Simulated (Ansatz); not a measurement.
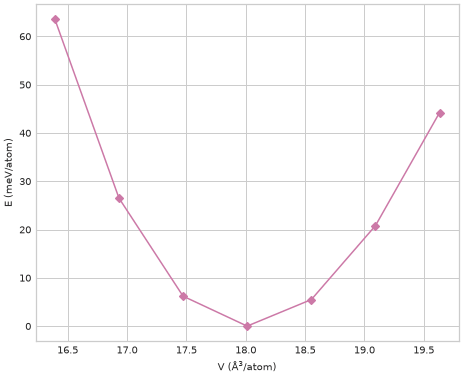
Figure: CoSn$_{2}$ in space group I4/mcm (No. 140; Co on 4a, Sn on 8h) under volume change, plane-wave PAW r²SCAN (Ansatz code), shape and atoms relaxed at each volume.

Question: What does a third-order Birch–Murnaghan fit give for V₀, B₀ and B′?

Answer: V₀ = 18.01 Å³/atom, B₀ = 115 GPa, B′ = 5.1.

The first step of the workflow began from a Materials Project structure, measured or hypothetical; the Crystallography Open Database files this formula in space group No. 140, but the cells were not matched. Whether it is the stable phase at ambient conditions was not checked. Symmetry was held in the r²SCAN relaxation; its stability against distortions is not shown here. The run is not spin-polarised. Spin–orbit coupling is left out wherever it is not named.

Potentials: the later of the program's two PAW sets.
